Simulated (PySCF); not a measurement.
# C6H3N: the cost of one run

Programs: PySCF 2.14.0, with routines of our own; each step states its level. All values are computed. Atoms count from 0.

## Step 1: The starting structure

10 atoms, charge 0, multiplicity 1; geometry from: GFN2-xTB.

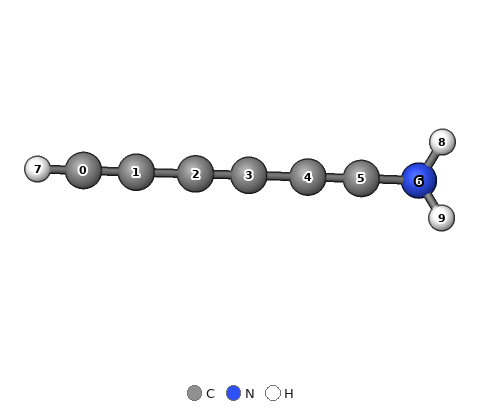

The starting geometry (carbon grey, nitrogen blue, hydrogen white).

## Step 2: Optimising the geometry at PBE0/6-31G*

Job settings and geometry (Å):

```
{"job": {"xc": "PBE0", "basis": "6-31G*", "grid": 1, "kind": "geom"}, "charge": 0, "multiplicity": 1}
C     -4.113105    -0.043062    -0.698141
C     -2.923892     0.051219    -0.512676
C     -1.595702     0.160242    -0.301560
C     -0.396809     0.262328    -0.111974
C      0.927165     0.368377     0.098817
C      2.118009     0.450516     0.313337
N      3.436110     0.596316     0.457268
H     -5.145187    -0.126713    -0.858756
H      3.724314     1.164635     1.242319
H      3.977978    -0.250441     0.348838
```

The run is started by

```sh
$ OMP_NUM_THREADS=1 python excited_run.py task.json out
```

The driver reads the jobs from task.json and runs them one after another.

**Question.** How long does this first job take on 1 thread of Intel Xeon Platinum 8488C, shared host, and how much memory does it need?

About 18 s, with a peak of 0.47 GiB.
